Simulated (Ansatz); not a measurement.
## Molecular dynamics of C2H6FNSi (part 5 of 5)

The same run, continued: C2H6FNSi; RKS r2SCAN-D4/STO-3G (Ansatz 0.2.0). It belongs to a series of runs on one base structure; here: dynamics from the start.

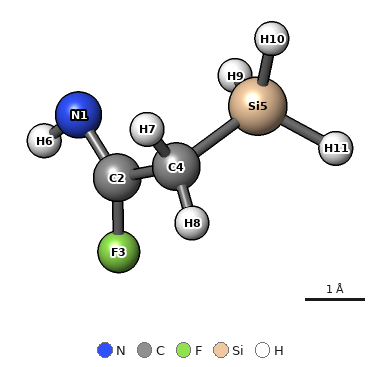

**Figure 1.** The geometry at step 135 of the log (ball-and-stick view, seen at a tilt; atoms are numbered from 1 in the order of the input).

Trajectory as extended XYZ, continued
```
11
Properties=species:S:1:pos:R:3:forces:R:3 step=119 time_fs=119.0 energy=-14076.45849 temperature=303.1
N     1.2664    0.3147    1.5065    1.3268   1.9345   1.6874
C     0.0176    0.0668    1.2409   -0.7506  -1.9135  -1.0793
F    -1.1295    0.3948    1.9087   -0.0032   0.5989   0.4612
C    -0.2931   -0.8188   -0.0368    0.7623   0.5487   0.8297
Si   -0.0402    0.3398   -1.5039   -1.7726   0.0821   0.4251
H     1.3515    1.0304    2.3723   -0.5620  -1.4461  -1.2741
H     0.2934   -1.7607   -0.0140   -0.0229   0.5882  -0.0932
H    -1.3456   -1.0778   -0.0047   -0.5533  -0.2861   0.1333
H     0.3615    1.6259   -1.0068    0.1353   0.2007  -0.0505
H     0.8707   -0.1171   -2.4721    0.6480  -0.4302  -0.7998
H    -1.4163    0.4565   -2.0171    0.7920   0.1228  -0.2398
11
Properties=species:S:1:pos:R:3:forces:R:3 step=121 time_fs=121.0 energy=-14076.38670 temperature=239.3
N     1.2629    0.3185    1.4915    1.9035   2.1566   2.1251
C     0.0206    0.0646    1.2370   -1.5504  -1.8477  -0.8382
F    -1.1333    0.3938    1.9082    0.2730   0.5120   0.3511
C    -0.2964   -0.8204   -0.0295   -0.1691   0.7167   0.4955
Si   -0.0330    0.3397   -1.4961   -2.7578   0.6812  -0.1399
H     1.3656    1.0255    2.3773   -0.6623  -1.6054  -1.6314
H     0.3010   -1.7392   -0.0288    0.2459   0.0947  -0.0015
H    -1.3612   -1.1069    0.0017    0.2002  -0.0138   0.1245
H     0.3440    1.6506   -0.9717    0.1754  -0.4017  -0.3688
H     0.8308   -0.1609   -2.5039    0.5710  -0.1932  -0.4469
H    -1.4462    0.5003   -2.0554    1.7706  -0.0994   0.3306
11
Properties=species:S:1:pos:R:3:forces:R:3 step=124 time_fs=124.0 energy=-14076.48423 temperature=320.5
N     1.2663    0.3330    1.4773    0.2682  -0.9281  -1.4940
C     0.0167    0.0508    1.2265   -0.6988  -1.1912  -0.1359
F    -1.1378    0.3942    1.9088    0.6125   0.3291   0.2122
C    -0.3028   -0.8187   -0.0161   -0.6659   0.4996  -0.1342
Si   -0.0286    0.3412   -1.4852   -1.4163   0.2479  -1.2329
H     1.3448    0.9328    2.3025   -0.1326   1.2954   1.9499
H     0.3317   -1.7039   -0.0503    0.3074  -0.1890   0.0977
H    -1.3657   -1.1496    0.0195    0.5940   0.1767   0.0547
H     0.3319    1.6577   -0.9463    0.3664  -0.5626  -0.4784
H     0.8037   -0.2333   -2.5698   -0.1366   0.5001   0.8571
H    -1.3728    0.5581   -2.0900    0.9017  -0.1779   0.3037
11
Properties=species:S:1:pos:R:3:forces:R:3 step=126 time_fs=126.0 energy=-14076.48080 temperature=318.3
N     1.2704    0.3415    1.4651   -0.5013  -1.3148  -1.7425
C     0.0107    0.0365    1.2188   -0.0007  -0.4519   0.5322
F    -1.1393    0.3953    1.9098    0.7708   0.1739   0.1325
C    -0.3094   -0.8154   -0.0074    0.4204  -0.0434  -0.7058
Si   -0.0284    0.3428   -1.4798    0.1957  -0.5611  -1.0495
H     1.3195    0.9068    2.3129   -0.1188   1.4506   2.1189
H     0.3662   -1.6877   -0.0605   -0.1396   0.2282   0.1425
H    -1.3432   -1.1710    0.0344   -0.1387  -0.0405   0.0224
H     0.3404    1.6368   -0.9515    0.5804  -0.1122  -0.2624
H     0.7839   -0.2622   -2.5814   -0.1656   0.6294   1.1462
H    -1.2767    0.5890   -2.0989   -0.9027   0.0418  -0.3344
11
Properties=species:S:1:pos:R:3:forces:R:3 step=128 time_fs=128.0 energy=-14076.46435 temperature=307.7
N     1.2734    0.3468    1.4490   -0.6407   0.4881   1.4443
C     0.0046    0.0208    1.2127    0.2768   0.3232   1.2067
F    -1.1393    0.3968    1.9111    0.8799   0.0143   0.0633
C    -0.3148   -0.8122   -0.0010    1.0695  -0.3579  -1.2259
Si   -0.0281    0.3436   -1.4758    0.7292  -0.9849  -0.4196
H     1.2891    0.9291    2.3917   -0.2671  -0.5491  -1.1247
H     0.3960   -1.6639   -0.0655   -0.3924   0.3312   0.1321
H    -1.3253   -1.1939    0.0502   -0.6358  -0.2222  -0.0170
H     0.3709    1.6117   -0.9666    0.7391   0.3702  -0.0007
H     0.7593   -0.2684   -2.5515    0.2600   0.3324   0.7110
H    -1.2132    0.6214   -2.1202   -2.0186   0.2549  -0.7695
11
Properties=species:S:1:pos:R:3:forces:R:3 step=130 time_fs=130.0 energy=-14076.42791 temperature=275.1
N     1.2744    0.3532    1.4364   -1.0659   0.9669   2.7527
C    -0.0006    0.0060    1.2104    0.5729   0.9188   1.5465
F    -1.1375    0.3984    1.9124    0.9207  -0.1073   0.0465
C    -0.3172   -0.8100    0.0016    0.2361  -0.4504  -1.4049
Si   -0.0270    0.3431   -1.4724   -0.8240  -0.1625  -0.2327
H     1.2498    0.9346    2.4355   -0.0972  -1.1471  -2.3615
H     0.4125   -1.6294   -0.0656   -0.1624  -0.1160   0.0460
H    -1.3279   -1.2239    0.0651   -0.1276  -0.0244  -0.1140
H     0.4289    1.5991   -0.9824    0.6367   0.3526   0.0683
H     0.7455   -0.2630   -2.4960    0.9059  -0.2615  -0.2061
H    -1.2192    0.6621   -2.1669   -0.9952   0.0308  -0.1408
11
Properties=species:S:1:pos:R:3:forces:R:3 step=132 time_fs=132.0 energy=-14076.50656 temperature=345.4
N     1.2725    0.3620    1.4308   -1.5792   0.0781   1.7100
C    -0.0039   -0.0059    1.2129    0.9000   1.1648   1.3259
F    -1.1338    0.3997    1.9139    0.8588  -0.1627   0.1137
C    -0.3190   -0.8093   -0.0002   -0.7959  -0.4444  -1.1878
Si   -0.0271    0.3426   -1.4694   -2.1358   1.0808  -0.5965
H     1.2070    0.9013    2.3964    0.1745  -0.2751  -1.0810
H     0.4233   -1.5995   -0.0640    0.1707  -0.5883  -0.0622
H    -1.3351   -1.2545    0.0756    0.5168   0.2699  -0.2267
H     0.5102    1.5982   -0.9962    0.2248  -0.1551  -0.0501
H     0.7650   -0.2667   -2.4470    1.0990  -0.5986  -0.7022
H    -1.2617    0.7034   -2.2184    0.5663  -0.3693   0.7568
11
Properties=species:S:1:pos:R:3:forces:R:3 step=135 time_fs=135.0 energy=-14076.41600 temperature=263.7
N     1.2616    0.3736    1.4281   -1.3822  -1.9840  -1.6342
C    -0.0036   -0.0170    1.2238    0.7212   0.8128   0.1751
F    -1.1252    0.4011    1.9167    0.6160  -0.1392   0.3247
C    -0.3255   -0.8111   -0.0096    0.1405  -0.5731  -0.5563
Si   -0.0320    0.3444   -1.4668   -0.7190   1.1081  -1.7624
H     1.1556    0.8601    2.3098    0.2853   2.0142   2.7889
H     0.4471   -1.5919   -0.0666   -0.2276  -0.1841  -0.1266
H    -1.3143   -1.2827    0.0750    0.0120   0.1203  -0.2370
H     0.6418    1.5807   -1.0215   -0.4732  -0.6718  -0.1325
H     0.8596   -0.3080   -2.4132   -0.1663   0.0142   0.1464
H    -1.2811    0.7378   -2.2398    1.1933  -0.5173   1.0139
11
Properties=species:S:1:pos:R:3:forces:R:3 step=137 time_fs=137.0 energy=-14076.53182 temperature=363.5
N     1.2495    0.3759    1.4231   -0.6233  -0.2608   1.0942
C    -0.0005   -0.0210    1.2323   -0.1926   0.3764  -0.4563
F    -1.1178    0.4017    1.9193    0.3800  -0.1043   0.4515
C    -0.3299   -0.8144   -0.0184    1.2244  -0.4327  -0.1652
Si   -0.0369    0.3476   -1.4678    1.2415   0.0655  -1.7319
H     1.1356    0.9078    2.3478    0.5071   0.4943   0.1653
H     0.4555   -1.5992   -0.0740   -0.5246   0.1715  -0.1349
H    -1.2960   -1.2945    0.0633   -0.6574  -0.1303  -0.1460
H     0.7113    1.5404   -1.0441   -0.6446  -0.4187   0.0070
H     0.9233   -0.3394   -2.3903   -1.0118   0.4320   0.5591
H    -1.2412    0.7371   -2.2076    0.3013  -0.1929   0.3573
11
Properties=species:S:1:pos:R:3:forces:R:3 step=139 time_fs=139.0 energy=-14076.39302 temperature=246.7
N     1.2357    0.3775    1.4208    0.4609   1.3750   3.2389
C     0.0020   -0.0238    1.2395   -1.1396  -0.0237  -0.8443
F    -1.1097    0.4021    1.9229    0.0886  -0.0669   0.5500
C    -0.3308   -0.8191   -0.0277    0.8683  -0.1958   0.2082
Si   -0.0401    0.3508   -1.4711    2.8442  -1.1619  -0.8009
H     1.1342    0.9747    2.3965    0.4961  -1.0019  -2.0685
H     0.4458   -1.6017   -0.0866   -0.2773   0.0174  -0.1371
H    -1.2996   -1.3096    0.0458   -0.4346   0.0550  -0.0875
H     0.7572    1.4854   -1.0660   -0.4936   0.2243   0.2566
H     0.9504   -0.3556   -2.3481   -1.2154   0.4288   0.3441
H    -1.1923    0.7300   -2.1631   -1.1974   0.3497  -0.6594
11
Properties=species:S:1:pos:R:3:forces:R:3 step=141 time_fs=141.0 energy=-14076.37553 temperature=228.6
N     1.2232    0.3825    1.4269    1.1948   1.4029   2.7765
C     0.0011   -0.0266    1.2439   -1.3510  -0.2717  -1.0890
F    -1.1014    0.4023    1.9275   -0.2809  -0.0126   0.6372
C    -0.3291   -0.8245   -0.0364   -0.3277   0.0443   0.5231
Si   -0.0396    0.3525   -1.4755    2.5036  -1.5292   0.0315
H     1.1509    1.0081    2.3731    0.2532  -1.0477  -1.7888
H     0.4264   -1.6045   -0.1044    0.2295  -0.3856  -0.1129
H    -1.3181   -1.3219    0.0250    0.2799   0.4549  -0.0514
H     0.7846    1.4390   -1.0781   -0.2224   0.8443   0.4689
H     0.9334   -0.3570   -2.2944   -0.6810  -0.0361  -0.4217
H    -1.1854    0.7350   -2.1416   -1.5980   0.5367  -0.9734
11
Properties=species:S:1:pos:R:3:forces:R:3 step=143 time_fs=143.0 energy=-14076.46468 temperature=309.3
N     1.2137    0.3908    1.4400    1.1479  -0.5073  -0.1806
C    -0.0040   -0.0302    1.2449   -0.5958  -0.2343  -1.1132
F    -1.0936    0.4025    1.9334   -0.6901   0.0483   0.6946
C    -0.3282   -0.8297   -0.0435   -0.6186   0.1136   0.6502
Si   -0.0359    0.3523   -1.4800    0.2929  -0.5178   0.2046
H     1.1772    1.0076    2.2892   -0.0476   0.5941   0.8604
H     0.4142   -1.6205   -0.1263    0.2844  -0.3387  -0.0176
H    -1.3279   -1.3179    0.0023    0.4393   0.5147   0.0180
H     0.8026    1.4230   -1.0732   -0.2060   0.8981   0.4369
H     0.8917   -0.3605   -2.2576    0.2239  -0.6800  -1.3246
H    -1.2332    0.7582   -2.1533   -0.2303   0.1092  -0.2287
11
Properties=species:S:1:pos:R:3:forces:R:3 step=146 time_fs=146.0 energy=-14076.43203 temperature=276.1
N     1.2050    0.3992    1.4568    0.8010  -1.4957  -1.6369
C    -0.0140   -0.0366    1.2403    0.6323   0.2616  -0.4850
F    -1.0848    0.4030    1.9449   -1.1292   0.0528   0.6051
C    -0.3293   -0.8371   -0.0503    0.7338   0.0739   0.4293
Si   -0.0299    0.3511   -1.4863   -0.8184   0.5716  -0.4254
H     1.2109    1.0641    2.2448   -0.4225   0.9563   1.6029
H     0.4088   -1.6600   -0.1582   -0.3118   0.3750   0.2127
H    -1.3216   -1.2813   -0.0293   -0.4692  -0.0346   0.1464
H     0.8102    1.4540   -1.0393   -0.5924   0.0254  -0.0429
H     0.8446   -0.4116   -2.2954    0.1696  -0.3267  -1.1016
H    -1.3059    0.7956   -2.1787    1.4068  -0.4598   0.6955
11
Properties=species:S:1:pos:R:3:forces:R:3 step=148 time_fs=148.0 energy=-14076.45882 temperature=305.5
N     1.2021    0.3999    1.4627    1.0613   0.6851   0.6232
C    -0.0188   -0.0400    1.2349    0.7316   0.5902   0.1065
F    -1.0817    0.4035    1.9541   -1.1651  -0.0319   0.4041
C    -0.3280   -0.8416   -0.0531    0.6689   0.2841   0.2324
Si   -0.0272    0.3510   -1.4911    0.1332   0.0170  -1.0565
H     1.2150    1.1474    2.2934   -0.6922  -1.4874  -1.0385
H     0.3949   -1.6740   -0.1707   -0.2788   0.3116   0.2794
H    -1.3322   -1.2542   -0.0441   -0.4970  -0.1565   0.1851
H     0.7899    1.4817   -1.0156   -0.6202  -0.4130  -0.3119
H     0.8228   -0.4639   -2.3750   -0.5385   0.6152  -0.0611
H    -1.2973    0.8020   -2.1680    1.1967  -0.4145   0.6372
11
Properties=species:S:1:pos:R:3:forces:R:3 step=150 time_fs=150.0 energy=-14076.43741 temperature=281.4
N     1.2021    0.4021    1.4698    0.8445   1.1517   0.9875
C    -0.0213   -0.0416    1.2298    0.8225   0.8219   0.5186
F    -1.0809    0.4038    1.9642   -0.9934  -0.1507   0.1401
C    -0.3249   -0.8452   -0.0550   -0.5366   0.6504   0.1408
Si   -0.0243    0.3509   -1.4973    1.2431  -0.9681  -1.0496
H     1.1937    1.1806    2.3086   -0.6621  -2.0705  -1.5558
H     0.3718   -1.6777   -0.1729    0.1355  -0.2140   0.2462
H    -1.3590   -1.2321   -0.0520    0.2432   0.0248   0.1808
H     0.7470    1.4952   -1.0032   -0.2983  -0.3840  -0.3610
H     0.7819   -0.4940   -2.4580   -0.7742   1.1591   0.6773
H    -1.2461    0.7937   -2.1346   -0.0243  -0.0206   0.0750
```

The run was set up as follows.

Input file
```yaml
crystal:
  periodic: [false, false, false]
  atoms:
    - { symbol: "N", position_ang: [1.270082, 0.046625, 1.871353] }
    - { symbol: C, position_ang: [0.099286, -0.008625, 1.262219] }
    - { symbol: F, position_ang: [-1.033248, 0.628195, 1.721153] }
    - { symbol: C, position_ang: [-0.104152, -0.783174, -0.050218] }
    - { symbol: Si, position_ang: [-0.220771, 0.34859, -1.5594] }
    - { symbol: H, position_ang: [1.092226, 0.666189, 2.734007] }
    - { symbol: H, position_ang: [0.745809, -1.470451, -0.158371] }
    - { symbol: H, position_ang: [-1.02195, -1.385574, 0.032795] }
    - { symbol: H, position_ang: [-1.325789, 1.264521, -1.389656] }
    - { symbol: H, position_ang: [1.006897, 1.095672, -1.705797] }
    - { symbol: H, position_ang: [-0.44299, -0.459068, -2.737486] }
basis:
  gaussian: { orbitals: STO-3G }
hamiltonian:
  xc: r2scan
  dispersion: d4
md:
  timestep: 1.0
  n_steps: 150
  ensemble: nve_milne
  temperature: 700.0
  initial_velocities: maxwell_boltzmann
  seed: 104580
```

Launched with:
```bash
ansatz run input.yaml --threads 1 --pin off --max-ram 2048MiB --backend cpu --events-out ev --progress --plain --runs-dir out
```

Key numbers

```json
{"quantity": "outcome", "value": "finished"}
{"quantity": "mean temperature over the second half", "value": "332 K"}
{"quantity": "trajectory", "value": "150 steps, 150 fs"}
{"quantity": "ensemble", "value": "nve_milne"}
{"quantity": "temperature in the input", "value": "700.0 K"}
{"quantity": "time step", "value": "1.0 fs"}
{"quantity": "potential energy (last step)", "value": "−14076.4374 eV"}
{"quantity": "mean-field energy (last step)", "value": "−14076.3834 eV"}
{"quantity": "largest force (length of the vector) (last step)", "value": "2.673 eV/Å"}
{"quantity": "hardware", "value": "1 thread of Intel Xeon (Granite Rapids), 192 GiB of memory available, shared host"}
{"quantity": "wall time", "value": "4.3 min"}
{"quantity": "peak memory", "value": "0.12 GiB"}
```

Remarks

So short a trajectory is not equilibrated.
